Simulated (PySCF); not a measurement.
Input file:

```
mol = gto.M(atom='''
La     0.00000     0.00000    -0.27149
N     -0.00000    -0.00000     2.42759
H      0.93090     0.00004     2.86718
H     -0.46548     0.80617     2.86718
H     -0.46542    -0.80620     2.86718''',
    basis={'La': 'lcecp-0-SVP', 'N': 'def2-SVP', 'H': 'def2-SVP'},
    ecp={'La': 'lcecp-0-SVP'},
    charge=2, spin=0)
mf = dft.RKS(mol, xc='PBE0')
mf.grids.atom_grid = (75, 302)  # f atoms: at least (60, 302), unpruned
mf = mf.density_fit()  # La AutoAux, N def2-universal-JKFIT, H def2-universal-JKFIT
mf.conv_tol = 1e-09; mf.max_cycle = 55
mf.kernel(dm0)
```

Run with:

```sh
OMP_NUM_THREADS=2 python run.py
```

Core potentials replace the inner electrons of La.

These are results of RKS PBE0, La lcecp-0-SVP with ECP47, N def2-SVP, H def2-SVP; non-relativistic Hamiltonian with scalar-relativistic core potentials where named; density fitting in PySCF 2.14.0, not measurements.

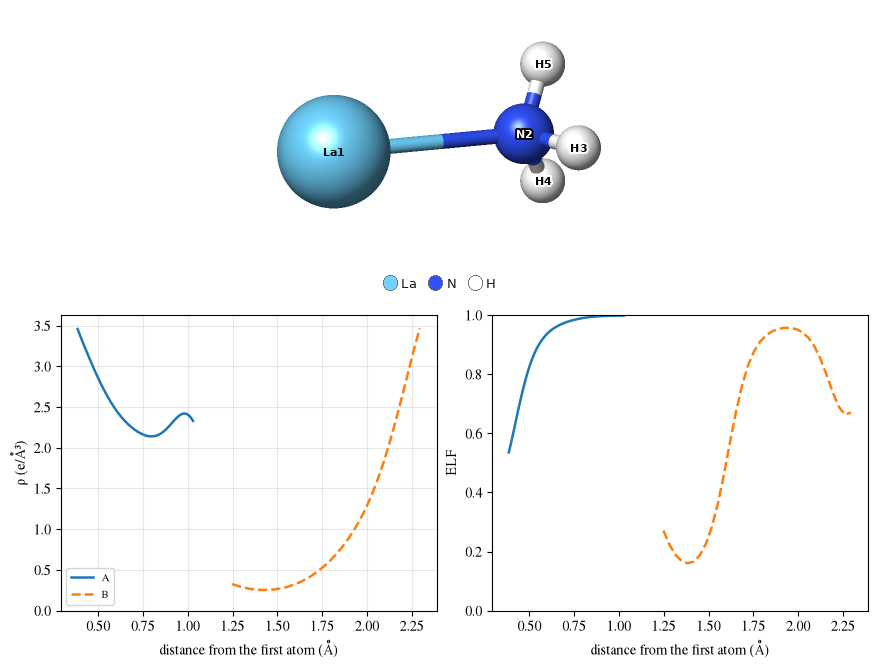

H$_{3}$LaN (charge +2). Electron density and ELF along straight lines between neighbouring atoms. The curves leave out the atomic cores. The structure is drawn too.

Question: Which curve belongs to which contact (La–N and N–H)? The first atom named is at distance zero.

Answer: Curve A: N–H (1.03 Å): ρ at the midpoint is about 2.8 e/Å³; the ELF climbs to about 1 towards the hydrogen, as it does in any bond to H; a covalent bond by its length. Curve B: La–N (2.70 Å): ρ at the midpoint is about 0.27 e/Å³; the ELF peaks at about 0.95 in the valence shell of N, 0.8 Å from its nucleus, and drops to about 0.15 between the two atoms.
